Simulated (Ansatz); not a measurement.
**PBE/def2-TZVPPD run of AlH (SMILES [AlH])**

Aim: the vertical ionisation energy of AlH at PBE/def2-TZVPPD, from 2 runs. 

The results are computed with Ansatz 0.2.0.

33 further runs of the same task are left out: 33 set aside as unsound or not needed.

## (1) The structure to begin with

AlH has 2 atoms, charge 0, and is taken as a singlet. SMILES: `[AlH]`. The shape is that of a PBE0-D4/def2-TZVP optimisation.

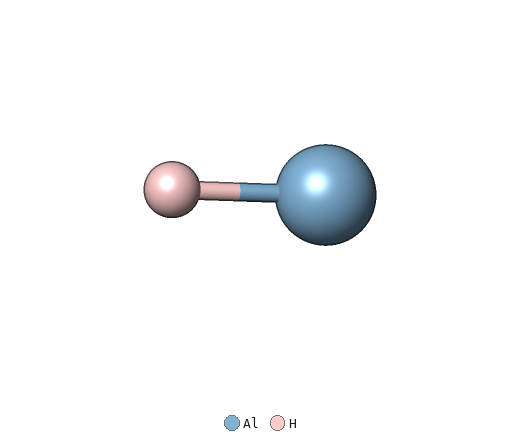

The structure, seen from a chosen angle (aluminium light blue, hydrogen pink).

## (2) A single-point energy at PBE/def2-TZVPPD

Input file job.yaml:

```yaml
crystal:
  periodic: [false, false, false]
  atoms:
    - {symbol: Al, position_ang: [-0.000000, 0.000000, -0.025640]}
    - {symbol: H, position_ang: [0.000000, -0.000000, 1.639110]}
basis:
  gaussian:
    orbitals: def2-TZVPPD.json
hamiltonian:
  xc: pbe
accuracy: high
output: {orbitals: {seedname: orbitals}}
```

The basis set def2-TZVPPD is read from a file made from the Basis Set Exchange's data (not shown).

Command:

```console
ansatz run job.yaml --threads 1 --pin off --max-ram 3480MiB --events-out events.jsonl --progress --plain --runs-dir runs
```

Standard output:

```text
Warning: RAYON_NUM_THREADS=1 ignored (pool sized by the plan → 1); use --threads N
Functional definition: PBE
  name "PBE"
  parameter kappa = 0.804
  parameter beta = 0.06672455060314922
  exchange = pbe_x(kappa = kappa, mu = beta*pi^2/3)
  correlation = pbe_c(beta = beta)
816 factors; integrals over basis functions are off by at most 3.6e-9 eV
mean field evaluation 1: about -6607.2044 eV, gradient 1.3e1 eV
mean field evaluation 2: about -6607.3352 eV, gradient 1.0e1 eV
mean field evaluation 4: about -6607.9582 eV, gradient 2.5e-1 eV
mean field evaluation 8: about -6607.9579 eV, gradient 9.1e-3 eV
mean field evaluation 16: about -6607.9579 eV, gradient 2.0e-8 eV
mean field -6607.95788947 eV, -242.8379734032 hartree, gradient 2.2e-8 eV, S^2 0.000000; 0 other end points of the search recorded, 0 dependent functions left out
reference -6607.95789198 eV, -242.8379734956 hartree; 7, 7 occupied and 58, 58 virtual orbitals, 816 factors
Total energy: -6607.95789198 eV, -242.8379734956 hartree
```

Run time: 0.97 s. Hardware: 1 thread of Arm Neoverse V2, shared host; peak memory 0.1 GiB.

## (3) The doublet cation at the same level

Input file run.yaml:

```yaml
crystal:
  periodic: [false, false, false]
  atoms:
    - {symbol: Al, position_ang: [-0.000000, 0.000000, -0.025640]}
    - {symbol: H, position_ang: [0.000000, -0.000000, 1.639110]}
basis:
  gaussian:
    orbitals: def2-TZVPPD.json
total_charge: 1
magnetization:
  spin_polarized: true
  initial_magnetization: 1
hamiltonian:
  xc: pbe
accuracy: high
output:
  orbitals: {seedname: orbitals}
```

The basis set def2-TZVPPD is read from a file made from the Basis Set Exchange's data (not shown).

Command:

```console
ansatz run run.yaml --threads 1 --pin off --max-ram 3480MiB --events-out events.jsonl --progress --plain --runs-dir runs
```

Standard output:

```text
Warning: RAYON_NUM_THREADS=1 ignored (pool sized by the plan → 1); use --threads N
Functional definition: PBE
  name "PBE"
  parameter kappa = 0.804
  parameter beta = 0.06672455060314922
  exchange = pbe_x(kappa = kappa, mu = beta*pi^2/3)
  correlation = pbe_c(beta = beta)
816 factors; integrals over basis functions are off by at most 3.6e-9 eV
mean field evaluation 1: about -6598.1483 eV, gradient 1.3e1 eV
mean field evaluation 2: about -6597.0835 eV, gradient 1.5e1 eV
mean field evaluation 4: about -6599.8265 eV, gradient 4.7e-1 eV
mean field evaluation 8: about -6599.8273 eV, gradient 4.2e-3 eV
mean field evaluation 16: about -6599.8273 eV, gradient 2.5e-7 eV
mean field -6599.82729939 eV, -242.5391797291 hartree, gradient 5.7e-8 eV, S^2 0.756458; 0 other end points of the search recorded, 0 dependent functions left out
reference -6599.82730302 eV, -242.5391798625 hartree; 7, 6 occupied and 58, 59 virtual orbitals, 816 factors
Total energy: -6599.82730302 eV, -242.5391798625 hartree
```

Wall time 1.6 s (1 thread of Arm Neoverse V2, shared host); peak memory 0.13 GiB.

## (4) What came out

Level: PBE/def2-TZVPPD.

| quantity | value |
| --- | --- |
| singlet AlH: total energy | -242.83797 Eh |
| singlet AlH: HOMO energy | -4.91 eV |
| singlet AlH: LUMO energy | -2.55 eV |
| singlet AlH: HOMO–LUMO gap | 2.36 eV |
| doublet cation: total energy | -242.53918 Eh |
| doublet cation: HOMO energy (highest over α and β) | -13.03 eV |
| doublet cation: LUMO energy (lowest over α and β) | -11.34 eV |
| doublet cation: ⟨S²⟩ | 0.756 |
| vertical ionisation energy (to the doublet cation) | 8.131 eV |

Removing an electron at fixed nuclei costs 8.13 eV (187 kcal/mol). −ε(HOMO) before ionisation, 4.91 eV, is 3.22 eV below this ionisation energy.
